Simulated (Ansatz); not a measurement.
```yaml
atoms:
  - { symbol: C, position_ang: [-1.6487, 0.1707, -1.9551] }
  - { symbol: B, position_ang: [-0.4173, -0.6153, -1.4139] }
  - { symbol: C, position_ang: [-0.1416, -0.8117, 0.1079] }
  - { symbol: C, position_ang: [0.7824, 0.3966, 0.4194] }
  - { symbol: Si, position_ang: [1.3106, 0.4242, 2.2198] }
  - { symbol: H, position_ang: [-1.4195, 0.8180, -2.8056] }
  - { symbol: H, position_ang: [-2.2035, 0.7349, -1.2014] }
  - { symbol: H, position_ang: [-2.3366, -0.5922, -2.3528] }
  - { symbol: H, position_ang: [0.3941, -1.0380, -2.1966] }
  - { symbol: H, position_ang: [0.3850, -1.7385, 0.3505] }
  - { symbol: H, position_ang: [-1.0385, -0.7517, 0.7324] }
  - { symbol: H, position_ang: [1.6824, 0.3698, -0.2059] }
  - { symbol: H, position_ang: [0.2778, 1.3428, 0.1921] }
  - { symbol: H, position_ang: [2.0439, -0.8285, 2.5477] }
  - { symbol: H, position_ang: [0.1105, 0.5104, 3.0956] }
  - { symbol: H, position_ang: [2.1961, 1.5859, 2.5098] }
```

Geometry: PBE0-D4/def2-TZVP.

Computed with RKS PBE0-D4/def2-TZVPP in Ansatz 0.2.0.

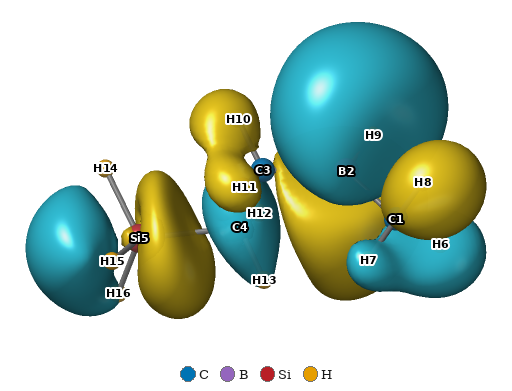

C$_{3}$H$_{11}$BSi. The LUMO at ±0.05 Å⁻³ᐟ² (yellow and cyan are the two phases), seen at a tilt.

### Where does this orbital lie, and at what energy?

By Hirshfeld shares it lies mainly on B2 (about 50 %), C1 (about 10 %), C3 (about 5 %), H9 (about 5 %), Si5 (about 5 %) and C4 (about 5 %). Its energy is −0.71 eV.
